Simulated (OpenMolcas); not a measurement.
# Ni²⁺ complex: multiconfigurational calculation

- system: Ni²⁺ with 4 ligands (S; tetrahedron, 2.23 Å), neutralised by 4 outer point charges of +1.5 e, whose field is part of the energies.
- method: state-averaged CASSCF, active space 8 electrons in the shell 3d, basis ANO-RCC-VTZP on the metal and ANO-RCC-VDZP on the ligands, DKH2 scalar Hamiltonian, spin-orbit coupling by RASSI with atomic mean-field integrals (OpenMolcas)

### Input
```
&GATEWAY
Coord
5

Ni 0.0 0.0 0.0
S 1.287491 1.287491 1.287491
S 1.287491 -1.287491 -1.287491
S -1.287491 1.287491 -1.287491
S -1.287491 -1.287491 1.287491
Basis=Ni.ANO-RCC-VTZP,S.ANO-RCC-VDZP
Group=NoSym
NoMove
AngMom=0.0 0.0 0.0
AMFI
RICD
XField
4 Angstrom 0
2.904072 2.904072 2.904072 1.500000
2.904072 -2.904072 -2.904072 1.500000
-2.904072 2.904072 -2.904072 1.500000
-2.904072 -2.904072 2.904072 1.500000
&SEWARD
&RASSCF
FileOrb=start.orb
Symmetry=1
Spin=3
nActEl=8 0 0
Inactive=45
Ras2=5
CIRoot=10 10 1
SDav=10
CIMx=300
Iter=150 100
PrWF=0.3
OrbListing=Nothing
MaxOrb=0
LevShft=1.0
>>> COPY $Project.JobIph JOB001
&RASSCF
FileOrb=start.orb
Symmetry=1
Spin=1
nActEl=8 0 0
Inactive=45
Ras2=5
CIRoot=15 15 1
SDav=15
CIMx=300
Iter=150 100
PrWF=0.3
OrbListing=Nothing
MaxOrb=0
LevShft=1.0
>>> COPY $Project.JobIph JOB002
&RASSI
NrOfJobIphs=2 10 15
1 2 3 4 5 6 7 8 9 10
1 2 3 4 5 6 7 8 9 10 11 12 13 14 15
IphNames
JOB001
JOB002
EJob
SpinOrbit
DIPRint=1.0
SOCoupling=1000.0
Subsets=2
Property=9
'ANGMOM' 1 'ANGMOM' 2 'ANGMOM' 3 'MLTPL  1' 1 'MLTPL  1' 2 'MLTPL  1' 3
'AMFI' 1 'AMFI' 2 'AMFI' 3
SOProperty=3
'ANGMOM' 1 'ANGMOM' 2 'ANGMOM' 3
```

The file start.orb holds starting orbitals from an earlier step. A driver script formed the levels outside the program, from RASSI's spin-orbit matrix and the active-space energies, averaged over the components of each term or state.

Hardware: 1 thread of Arm Neoverse V2, 24 GiB of memory available, shared host.

Command:
```bash
OMP_NUM_THREADS=1 MOLCAS_MEM=2457 MOLCAS_PROJECT=a pymolcas a.inp > a.log  # once for each step of the input, in one work folder
```

### Output (extracts)
```
--- SEWARD ---
Basis set label: NI.ANO-RCC...6S5P3D2F1G.

      Electronic valence basis set:
      ------------------
      Associated Effective Charge  28.000000 au
      Associated Actual Charge     28.000000 au
      Nuclear Model: Point charge

      Shell  nPrim  nBasis  Cartesian Spherical Contaminant
         s      21       6        X
         p      15       5        X
         d      10       3                 X
         f       6       2                 X
         g       4       1                 X
                  Relativistic Douglas-Kroll-Hess integrals:
                    - DKH order of Hamiltonian: 2
                    - DKH order of Properties : 0
                  Atomic mean-field integrals
--- RASSCF ---
Wave function specifications:
      -----------------------------

      Number of closed shell electrons          90
      Number of electrons in active shells       8
      Max number of holes in RAS1 space          0
      Max nr of electrons in RAS3 space          0
      Number of inactive orbitals               45
      Number of active orbitals                  5
      Number of secondary orbitals              81
      Spin quantum number                      1.0
      State symmetry                             1
Orbital specifications:
      -----------------------

      Symmetry species                           1
                                                 a
      Frozen orbitals                            0
      Inactive orbitals                         45
      Active orbitals                            5
      RAS1 orbitals                              0
      RAS2 orbitals                              5
      RAS3 orbitals                              0
      Secondary orbitals                        81
      Deleted orbitals                           0
      Number of basis functions                131
      Number of CSFs                            10
      Number of root(s) required                10
      Iter CI   SX   CI       RASSCF       Energy    max ROT     max BLB   max BLB  Level Ln srch  Step   QN
          iter iter root      energy       change     param      element    value   shift minimum  type update
 Nr of preliminary CI iterations:   1
      Total energies have been shifted. Add                -3000.00 au
        1   1   15    0  -114.80033943    0.00E+00  -6.10E-02   32 115 1 -2.89E-01*  1.33   0.00    SX    NO
        2   1   16    0  -115.46168846   -6.61E-01* -4.56E-02   27 108 1 -1.75E-01*  1.12   0.00    SX    NO
        3   1   15    0  -115.72919556   -2.68E-01* -2.47E-02   27 108 1 -8.85E-02*  1.12   0.00    SX    NO
        4   1   15    0  -115.81656839   -8.74E-02* -1.25E-02   27 108 1 -4.21E-02*  1.09   0.00    SX    NO
        5   1   15    0  -115.85018164   -3.36E-02* -1.51E-02   27 108 1 -2.00E-02*  1.10   2.50    LS   YES
        6   1   14    0  -115.87106402   -2.09E-02* -7.92E-03    7  68 1 -2.53E-02*  1.11   1.44    QN   YES
        7   1   13    0  -115.88081769   -9.75E-03*  9.50E-03   14  97 1  1.59E-02*  1.09   1.79    QN   YES
        8   1   13    0  -115.88769278   -6.88E-03*  5.87E-03   14  97 1  1.10E-02*  1.10   1.52    QN   YES
        9   1   13    0  -115.89023308   -2.54E-03*  2.59E-03   12  99 1  7.02E-03*  1.10   1.43    QN   YES
       10   1   12    0  -115.89096852   -7.35E-04*  1.42E-03   12  99 1  3.45E-03*  1.11   1.39    QN   YES
       11   1   11    0  -115.89115584   -1.87E-04* -4.37E-04   36 117 1 -1.41E-03*  1.11   1.35    QN   YES
       12   1   11    0  -115.89119621   -4.04E-05* -2.59E-04   30 114 1  5.67E-04*  1.11   1.34    QN   YES
       13   1   10    0  -115.89120572   -9.51E-06* -1.15E-04   12  96 1  5.12E-04*  1.11   1.45    QN   YES
       14   1    9    0  -115.89120877   -3.05E-06*  6.46E-05   12  96 1  1.73E-04*  1.11   1.39    QN   YES
       15   1    8    0  -115.89120952   -7.48E-07*  2.87E-05   23 106 1  7.42E-05   1.11   1.35    QN   YES
       16   1    8    0  -115.89120967   -1.48E-07* -1.69E-05   12  96 1 -5.90E-05   1.11   1.38    QN   YES
       17   1    7    0  -115.89120970   -3.55E-08* -9.53E-06   12  96 1 -2.90E-05   1.11   1.42    QN   YES
       18   1    7    0  -115.89120971   -7.69E-09  -1.43E-05   12  51 1 -6.54E-06   1.11   2.50    LS   YES
      Convergence after 18 iterations
       19   1    7    0  -115.89120970    7.43E-09  -1.43E-05   12  96 1  3.78E-05   1.11   2.50    LS   YES
      Natural orbitals and occupation numbers for root  1
      sym 1:   1.981677   1.018323   2.000000   1.018323   1.981677
      Natural orbitals and occupation numbers for root  2
      sym 1:   1.044190   1.044190   2.000000   1.955810   1.955810
      Natural orbitals and occupation numbers for root  3
      sym 1:   1.984639   1.015361   1.015361   1.984639   2.000000
::    RASSCF root number  1 Total energy:  -3115.92036057
::    RASSCF root number  2 Total energy:  -3115.92036057
::    RASSCF root number  3 Total energy:  -3115.92036057
::    RASSCF root number  4 Total energy:  -3115.91529542
::    RASSCF root number  5 Total energy:  -3115.91529542
::    RASSCF root number  6 Total energy:  -3115.91529542
::    RASSCF root number  7 Total energy:  -3115.90905045
::    RASSCF root number  8 Total energy:  -3115.83202620
::    RASSCF root number  9 Total energy:  -3115.83202620
::    RASSCF root number 10 Total energy:  -3115.83202620
--- RASSCF ---
Wave function specifications:
      -----------------------------

      Number of closed shell electrons          90
      Number of electrons in active shells       8
      Max number of holes in RAS1 space          0
      Max nr of electrons in RAS3 space          0
      Number of inactive orbitals               45
      Number of active orbitals                  5
      Number of secondary orbitals              81
      Spin quantum number                      0.0
      State symmetry                             1
Orbital specifications:
      -----------------------

      Symmetry species                           1
                                                 a
      Frozen orbitals                            0
      Inactive orbitals                         45
      Active orbitals                            5
      RAS1 orbitals                              0
      RAS2 orbitals                              5
      RAS3 orbitals                              0
      Secondary orbitals                        81
      Deleted orbitals                           0
      Number of basis functions                131
      Number of CSFs                            15
      Number of root(s) required                15
      Iter CI   SX   CI       RASSCF       Energy    max ROT     max BLB   max BLB  Level Ln srch  Step   QN
          iter iter root      energy       change     param      element    value   shift minimum  type update
 Nr of preliminary CI iterations:   1
      Total energies have been shifted. Add                -3000.00 au
        1   1   12    0  -115.80973276    0.00E+00  -7.22E-03   46  55 1 -1.07E-02*  1.16   0.00    SX    NO
        2   1   11    0  -115.81031376   -5.81E-04* -5.57E-03   28  69 1 -4.52E-03*  1.16   0.00    SX    NO
        3   1   11    0  -115.81057157   -2.58E-04*  3.77E-03   46  55 1 -3.05E-03*  1.16   0.00    SX    NO
        4   1   10    0  -115.81069510   -1.24E-04*  2.82E-03   39  50 1  1.19E-03*  1.16   0.00    SX    NO
        5   1   10    0  -115.81075612   -6.10E-05*  4.12E-03   46  55 1 -1.12E-03*  1.16   2.50    LS   YES
        6   1   10    0  -115.81080562   -4.95E-05*  2.87E-03   28  69 1  1.71E-03*  1.16   1.55    QN   YES
        7   1    9    0  -115.81081799   -1.24E-05* -1.38E-04   46  55 1  9.35E-04*  1.16   0.87    QN   YES
        8   1    8    0  -115.81081910   -1.10E-06*  1.35E-04   34  51 1 -2.35E-04*  1.16   1.10    QN   YES
        9   1    8    0  -115.81081935   -2.52E-07*  1.70E-04   34  51 1 -1.64E-04*  1.16   2.27    LS   YES
       10   1    8    0  -115.81081946   -1.15E-07*  1.24E-04   46  55 1 -1.68E-04*  1.16   1.04    QN   YES
       11   1    7    0  -115.81081953   -6.37E-08* -4.71E-05   46  55 1 -4.64E-05   1.16   1.49    QN   YES
       12   1    7    0  -115.81081955   -2.02E-08*  2.31E-05   34  67 1 -2.81E-05   1.16   1.34    QN   YES
       13   1    7    0  -115.81081955   -7.20E-09  -1.32E-05   46  55 1  2.18E-05   1.16   1.44    QN   YES
      Convergence after 13 iterations
       14   1    7    0  -115.81081956   -2.11E-09  -1.32E-05   46  55 1  9.59E-06   1.16   1.44    QN   YES
      Natural orbitals and occupation numbers for root  1
      sym 1:   1.796427   1.510242   1.414663   1.965875   1.312793
      Natural orbitals and occupation numbers for root  2
      sym 1:   1.327864   1.405664   1.744844   1.984117   1.537511
      Natural orbitals and occupation numbers for root  3
      sym 1:   1.384870   1.607458   1.999970   1.618073   1.389628
::    RASSCF root number  1 Total energy:  -3115.84855480
::    RASSCF root number  2 Total energy:  -3115.84855480
::    RASSCF root number  3 Total energy:  -3115.84855480
::    RASSCF root number  4 Total energy:  -3115.84606551
::    RASSCF root number  5 Total energy:  -3115.84606551
::    RASSCF root number  6 Total energy:  -3115.81082017
::    RASSCF root number  7 Total energy:  -3115.81082017
::    RASSCF root number  8 Total energy:  -3115.81082017
::    RASSCF root number  9 Total energy:  -3115.80705318
::    RASSCF root number 10 Total energy:  -3115.80705318
::    RASSCF root number 11 Total energy:  -3115.80705318
::    RASSCF root number 12 Total energy:  -3115.80652776
::    RASSCF root number 13 Total energy:  -3115.80652776
::    RASSCF root number 14 Total energy:  -3115.80574944
::    RASSCF root number 15 Total energy:  -3115.65207290
--- RASSI ---
SPIN-FREE ENERGIES:
  (Shifted by EMIN (a.u.) =      -3115.9203605710)

 SF State       Relative EMIN(au)   Rel lowest level(eV)    D:o, cm**(-1)

     1             0.0000000000        0.0000000000              0.0000
     2             0.0000000000        0.0000000000              0.0000
     3             0.0000000000        0.0000000000              0.0000
     4             0.0050651531        0.1378298377           1111.6726
     5             0.0050651531        0.1378298377           1111.6726
     6             0.0050651531        0.1378298377           1111.6726
     7             0.0113101206        0.3077640615           2482.2846
    11             0.0718057673        1.9539344678          15759.5443
    12             0.0718057673        1.9539344678          15759.5443
    13             0.0718057673        1.9539344678          15759.5443
    14             0.0742950596        2.0216715622          16305.8808
    15             0.0742950596        2.0216715622          16305.8808
     8             0.0883343689        2.4037006317          19387.1531
     9             0.0883343689        2.4037006317          19387.1531
    10             0.0883343697        2.4037006529          19387.1532
    16             0.1095403975        2.9807460663          24041.3384
    17             0.1095403975        2.9807460663          24041.3384
    18             0.1095403975        2.9807460663          24041.3384
    19             0.1133073891        3.0832511295          24868.0975
    20             0.1133073891        3.0832511295          24868.0975
    21             0.1133073891        3.0832511295          24868.0975
    22             0.1138328154        3.0975487080          24983.4152
    23             0.1138328154        3.0975487080          24983.4152
    24             0.1146111354        3.1187278728          25154.2367
    25             0.2682876693        7.3004793946          58882.3373
     Dipole printing threshold changed to   1.00000000E+00

++ Dipole transition strengths (spin-free states):
   -----------------------------------------------
     for osc. strength at least  1.00000000E+00

  ( Max oscillator strength is only    1.5743749668269225E-004 )
--
Eigenvalues of complex Hamiltonian:
   -----------------------------------
  (Shifted by EMIN (a.u.) =      -3115.9203605710)

 SO State       Relative EMIN(au)   Rel lowest level(eV)    D:o, cm**(-1)

     1            -0.0044705660        0.0000000000              0.0000
     2            -0.0033385249        0.0308044081            248.4543
     3            -0.0033385249        0.0308044064            248.4543
     4            -0.0033385250        0.0308044059            248.4543
     5            -0.0018812437        0.0704590485            568.2906
     6            -0.0018812438        0.0704590466            568.2905
     7             0.0001260275        0.1250796806           1008.8357
     8             0.0001260276        0.1250796834           1008.8357
     9             0.0001260276        0.1250796841           1008.8357
    10             0.0052593576        0.2647647091           2135.4714
    11             0.0052593576        0.2647647083           2135.4714
    12             0.0052593577        0.2647647119           2135.4714
    13             0.0054019299        0.2686443006           2166.7624
    14             0.0054019299        0.2686442985           2166.7624
    15             0.0054019299        0.2686443001           2166.7624
    16             0.0065226402        0.2991403788           2412.7299
    17             0.0080542256        0.3408169417           2748.8740
    18             0.0080542257        0.3408169435           2748.8740
    19             0.0134890371        0.4887056966           3941.6773
    20             0.0134890371        0.4887056969           3941.6773
    21             0.0134890371        0.4887056962           3941.6773
    22             0.0710797737        2.0558294734          16581.3829
    23             0.0710797736        2.0558294729          16581.3829
    24             0.0710797736        2.0558294727          16581.3829
    25             0.0732217106        2.1141145463          17051.4838
    26             0.0732217106        2.1141145457          17051.4838
    27             0.0879289943        2.5143201231          20279.3594
    28             0.0879289945        2.5143201286          20279.3595
    29             0.0879289947        2.5143201347          20279.3595
    30             0.0881930673        2.5215059167          20337.3168
    31             0.0881930675        2.5215059224          20337.3168
    32             0.0898054227        2.5653803416          20691.1879
    33             0.0898054231        2.5653803521          20691.1879
    34             0.0898054231        2.5653803521          20691.1879
    35             0.0909837300        2.5974437161          20949.7964
    36             0.1096301044        3.1048374135          25042.2026
    37             0.1096301044        3.1048374135          25042.2026
    38             0.1096301044        3.1048374135          25042.2026
    39             0.1133805964        3.2068935009          25865.3404
    40             0.1133805964        3.2068935009          25865.3404
    41             0.1133805964        3.2068935009          25865.3404
Weights of the five most important spin-orbit-free states for each spin-orbit state.

 SO State  Total energy (au)           Spin-free states, spin, and weights
 -------------------------------------------------------------------------------------------------------
    1        -0.004471       1 1.0  0.3331    3 1.0  0.3331    2 1.0  0.3331   24 0.0  0.0006    9 1.0  0.0000
    2        -0.003339       2 1.0  0.4313    3 1.0  0.3577    1 1.0  0.0855    5 1.0  0.0555    4 1.0  0.0373
    3        -0.003339       1 1.0  0.4284    3 1.0  0.3151    2 1.0  0.1310    4 1.0  0.0458    6 1.0  0.0408
    4        -0.003339       1 1.0  0.3606    2 1.0  0.3122    3 1.0  0.2017    6 1.0  0.0520    4 1.0  0.0419
    5        -0.001881       1 1.0  0.2527    3 1.0  0.2491    5 1.0  0.1846    6 1.0  0.1502    2 1.0  0.1079
    6        -0.001881       2 1.0  0.2986    4 1.0  0.2050    3 1.0  0.1574    1 1.0  0.1537    6 1.0  0.1094
    7         0.000126       3 1.0  0.3250    2 1.0  0.2497    5 1.0  0.1576    4 1.0  0.1134    1 1.0  0.0605
    8         0.000126       1 1.0  0.2501    2 1.0  0.2322    6 1.0  0.1533    3 1.0  0.1528    4 1.0  0.1291
    9         0.000126       1 1.0  0.3245    3 1.0  0.1574    2 1.0  0.1532    5 1.0  0.1248    6 1.0  0.1177
   10         0.005259       6 1.0  0.2154    7 1.0  0.2036    4 1.0  0.1800    1 1.0  0.1369    2 1.0  0.1318
   11         0.005259       7 1.0  0.2036    1 1.0  0.1828    6 1.0  0.1782    5 1.0  0.1749    2 1.0  0.0924
   12         0.005259       5 1.0  0.2205    7 1.0  0.2036    3 1.0  0.1922    4 1.0  0.1731    2 1.0  0.1275
```

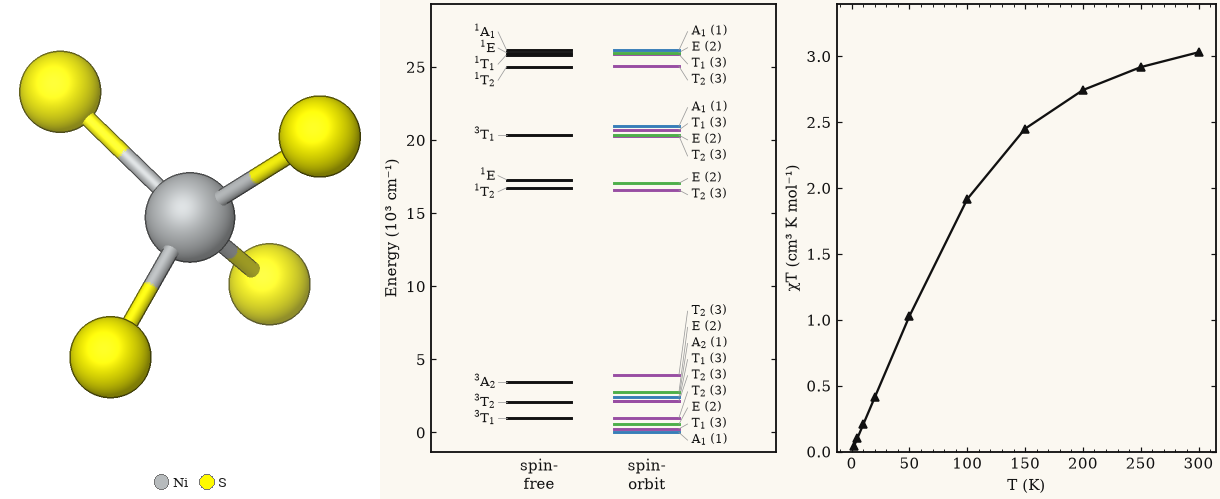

Figure 1. Ni²⁺ (3d⁸) with 4 ligands, S²⁻, at 2.23 Å (arrangement: tetrahedron, Td), neutralised by outer point charges of +1.5 e, and its levels and susceptibility. Labels give the representation in O, Td, D4 or D3 as the site allows (double group for half-integer spin) where it could be assigned and, in brackets, the degeneracy; spin-free states, where drawn, share the zero of the spin-orbit levels. Powder susceptibility by Van Vleck's formula. The ground level is A₁, non-degenerate, 100 % from states of spin multiplicity 3. The next level lies at 248 cm⁻¹ (T₁). The lowest spin-free state is ³T₁, from the free-ion F term; of the same spin there follow at 1,110 cm⁻¹ (³T₂), 2,480 cm⁻¹ (³A₂) and 19,400 cm⁻¹ (³T₁) above it. A ligand-field fit to the spin-free states gives |10Dq| = 1,390 cm⁻¹, B = 1,230 and C = 4,500 cm⁻¹ (rms misfit 70 cm⁻¹). χT is 0.0413 cm³ K mol⁻¹ at 2 K and 3.03 at 300 K, an effective moment of 4.92 μB. The active orbitals hold 95 to 97 % metal character (Löwdin), and the Mulliken charge of the metal is +1.59.

### Results in brief

- outcome: converged
- energy of the lowest spin-free term: −3115.92036 hartree
- energy of the lowest spin-orbit level: −3115.92483 hartree
- largest spread among components of a term: 0.0 cm⁻¹
- wall time: 39 s
- peak memory: 0.2 GiB

### Remarks

Without dynamic correlation the splittings between terms come out too large, often by 20 to 50 %. Limits: covalent bonds, ligand orbitals missing from the active space; bare point charges leave oxide and sulfide ligands too diffuse, field too small; distances are set from ionic radii, not optimised.
